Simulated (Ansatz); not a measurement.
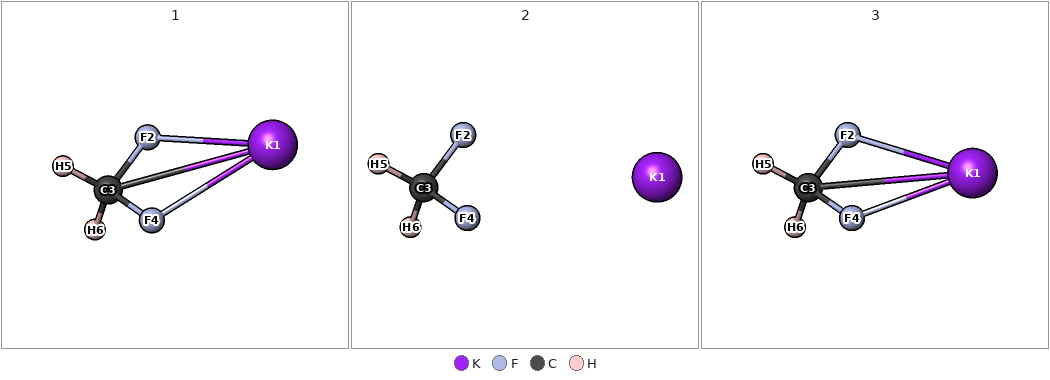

CH2F2K, charge +1. The first coordinate is: separation of F2 and K1 along their line in the relaxed pair; the second: sideways slip of K1. Nothing is relaxed (both partners rigid). The scan uses a 9 × 9 grid. At 4 points there is no value (left out of the scan, as a rule where atoms come close). Points are written as (first, second). All energies are given in cm⁻¹ relative to the lowest grid point. The calculation used RKS PBE-D4/def2-SVPD in Ansatz.

The numbered pictures are structures from this grid.

> Rank them by energy, lowest first.

1, at (2.709 Å, 0.000 Å): 0 cm⁻¹; 3, at (2.994 Å, 0.750 Å): 478 cm⁻¹; 2, at (4.492 Å, 0.750 Å): 2104 cm⁻¹.

The map, with the structures marked:

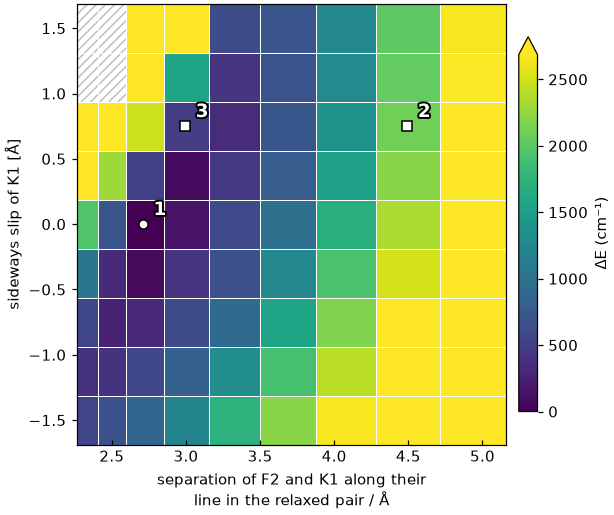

Drawn: one coloured cell a grid point, one colour for all values above the top of the scale, hatched blanks where no value was computed.
